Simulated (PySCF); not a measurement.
# C₂H₆O₄Si: electronic excitations

What electronic excitations should C₂H₆O₄Si (`O=C(O)CO[SiH2]O`) show?

Computed with PySCF 2.14.0, with density-fitted response routines of our own, on a single molecule in the gas phase. Atoms are numbered from 0 throughout.

**1. The starting structure**

13 atoms, charge 0, multiplicity 1; geometry from: GFN2-xTB.

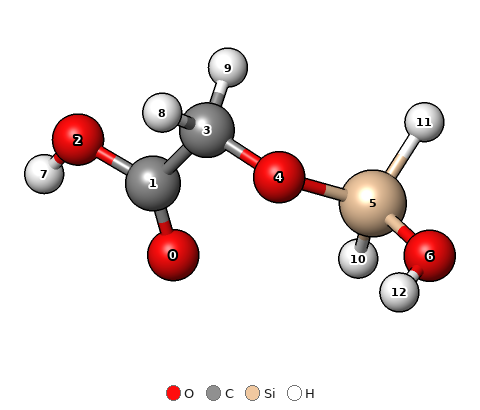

The starting geometry (oxygen red, carbon grey, silicon light orange, hydrogen white), atoms numbered.

**2. Excited states and response: PBE0/def2-SVPD**

The job: settings as JSON, then the geometry in Å.

```
{"job": {"kind": "uv", "xc": "PBE0", "basis": "def2-SVPD", "nstates": 8, "ntriplets": 3}, "charge": 0, "multiplicity": 1}
O      1.355426     0.337768    -1.367997
C      1.616521    -0.071829    -0.273625
O      2.828107    -0.525874     0.069144
C      0.651744    -0.160305     0.893750
O     -0.562774     0.434350     0.632942
Si    -1.753115    -0.090292    -0.361285
O     -2.906453     1.029077    -0.191786
H      3.436444    -0.469223    -0.686194
H      1.110490     0.341332     1.754109
H      0.537620    -1.224735     1.141391
H     -1.315752    -0.219928    -1.743860
H     -2.335974    -1.321444     0.165314
H     -2.666672     1.941591    -0.049632
```

With the program's defaults for keys left out, this is: TDDFT PBE0/def2-SVPD, vertical, gas phase, core orbitals frozen in the response.

The run is started by

```sh
$ OMP_NUM_THREADS=1 python probes_run.py task.json out
```

One launch serves the whole session: the jobs run in the order shown.

Log:

```text
coarse grid: 11864 points
cycle   1  E = -669.0399065887  dE =  1.218e+00  |g| = 1.195e+00  |ddm| = 4.730e+00
cycle   2  E = -668.4927723236  dE =  5.471e-01  |g| = 2.077e+00  |ddm| = 3.182e+00
cycle   3  E = -669.2918877839  dE = -7.991e-01  |g| = 2.951e-01  |ddm| = 2.157e+00
cycle   4  E = -669.3065991184  dE = -1.471e-02  |g| = 1.091e-01  |ddm| = 3.728e-01
cycle   5  E = -669.3087413124  dE = -2.142e-03  |g| = 1.784e-02  |ddm| = 1.184e-01
cycle   6  E = -669.3088088849  dE = -6.757e-05  |g| = 5.118e-03  |ddm| = 2.810e-02
cycle   7  E = -669.3088137904  dE = -4.906e-06  |g| = 1.176e-03  |ddm| = 6.681e-03
final grid: 111408 points
cycle   8  E = -669.4181303320  dE = -1.691e-05  |g| = 1.243e-02  |ddm| = 8.867e-02
cycle   9  E = -669.4180803347  dE =  5.000e-05  |g| = 2.064e-02  |ddm| = 2.983e-02
cycle  10  E = -669.4181576078  dE = -7.727e-05  |g| = 2.338e-03  |ddm| = 1.891e-02
cycle  11  E = -669.4181586468  dE = -1.039e-06  |g| = 2.370e-04  |ddm| = 2.323e-03
cycle  12  E = -669.4181586561  dE = -9.347e-09  |g| = 9.853e-05  |ddm| = 4.110e-04
cycle  13  E = -669.4181586583  dE = -2.195e-09  |g| = 2.012e-05  |ddm| = 1.464e-04
cycle  14  E = -669.4181586584  dE = -8.413e-11  |g| = 7.898e-06  |ddm| = 3.360e-05
converged SCF energy = -669.4181586584

Static polarisability (au): isotropic 63.252, principal 52.965 62.146 74.647

Singlet excitations
state   eV       nm        f      main configurations
  1   5.8819    210.8   0.00052   H->L 0.67, H-1->L 0.28
  2   7.0428    176.0   0.01403   H->L+1 0.78, H->L+2 0.12
  3   7.1582    173.2   0.00351   H-1->L 0.51, H->L 0.30, H-2->L 0.10
  4   7.3673    168.3   0.03969   H->L+2 0.70, H-1->L+1 0.13, H->L+1 0.12
  5   7.6266    162.6   0.01573   H->L+3 0.73
  6   7.8106    158.7   0.00838   H-2->L 0.83
  7   7.8887    157.2   0.00603   H-1->L+1 0.54, H-1->L+2 0.18, H->L+2 0.11
  8   7.9756    155.5   0.00910   H-3->L 0.78, H-1->L 0.12

Triplet excitations (Tamm-Dancoff, eV): 5.3375 6.2749 6.7519
```

Wall time 33 s (1 thread of Arm Neoverse V2, shared host); peak memory 0.81 GiB.

The orbitals next to the gap, with their largest atomic shares:

```tsv
orbital	eV	atoms
HOMO−3	-9.55	O4 45 %, O6 14 %, O0 12 %
HOMO−2	-9.21	O4 42 %, O6 21 %, C3 10 %
HOMO−1	-8.84	O0 34 %, O6 18 %, Si5 11 %
HOMO	-8.12	O0 24 %, O4 17 %, Si5 14 %
LUMO	-0.23	C1 38 %, O0 29 %, O2 12 %
LUMO+1	0.14	O2 19 %, C1 15 %, H7 10 %
LUMO+2	0.40	Si5 24 %, O6 20 %, H12 12 %
```

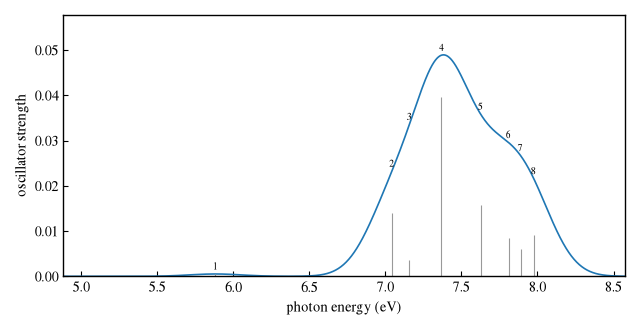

Absorption spectrum from the 8 singlet states computed; above the last one it falls off for lack of states. Lines are broadened to a width of 0.40 eV (Gaussian).

Ground-state properties from the same run:

```tsv
property	computed
dipole moment (D)	2.66
polarisability (Å³)	9.37
HOMO–LUMO gap (eV)	7.88
−ε(HOMO) (eV)	8.12
```

**3. What came out**

| quantity | value |
| --- | --- |
| lowest singlet (PBE0/def2-SVPD) | 5.88 eV (211 nm), f = 0.001 |
| brightest single state of those computed | state 4, 7.37 eV, f = 0.040 |
| lowest triplet | 5.34 eV |

**Reading.** The lowest singlet, at 5.88 eV, is HOMO→LUMO 0.67, HOMO−1→LUMO 0.28 and is dark; of the 8 states computed, the strongest absorption comes from state 4 at 7.37 eV. The lowest triplet lies 0.54 eV below the lowest singlet (triplets in Tamm-Dancoff, singlets in full TDDFT).
